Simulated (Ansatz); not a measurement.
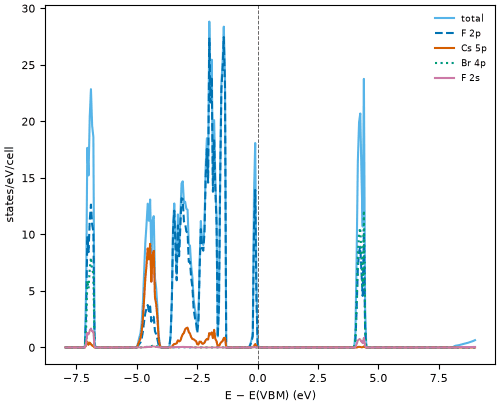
Fig. 1. Total and projected density of states of CsBrF₆ in space group R-3 (No. 148; Cs on 3b, Br on 3a, F on 18f), LDA in the plane-wave PAW code Ansatz

Task: Which orbitals carry the states next to the gap?

Result: Top 1 eV of the valence band: F 2p 77 %, Br 4s 19 %. Bottom 1 eV of the conduction band: Br 4p 51 %, F 2p 43 %. Projections are on Löwdin-orthogonalised atomic valence shells; empty p or d shells of many metals are not among them.

Task: Where is the tallest occupied peak in this window, and what makes it?

Result: Near -2.0 eV, about 29 states/eV per cell; the largest projected share is F 2p.

The workflow started from a Materials Project entry (that database holds measured and hypothetical structures alike); the Crystallography Open Database files this formula in space group No. 148, but the cells were not matched. Its standing as an ambient phase is unchecked. Symmetry was held in the LDA relaxation; whether a distortion lowers the energy is not shown. Scalar-relativistic: spin–orbit coupling is off unless named, which matters more the heavier the elements.

Potentials: the later of the program's two PAW sets.
